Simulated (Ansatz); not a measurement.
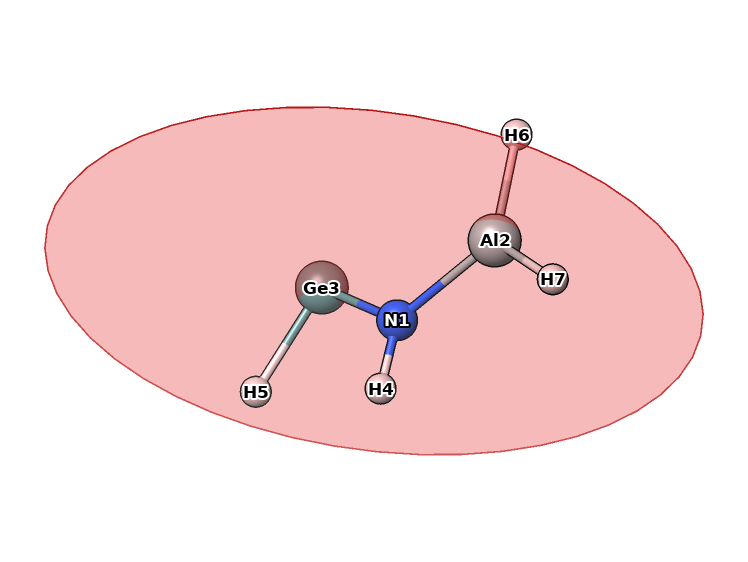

A disc through the centre of mass is drawn in. Distant atoms are faded towards the background colour. The geometry was computed by an optimisation with PBE0-D4/def2-TZVP. No frequency run is at hand to confirm it as a minimum.

Question: Is the plane of the disc a mirror plane of the structure?

Answer: No. The point group is Cs, with 1 mirror plane, and this plane isn't one of its mirror planes.
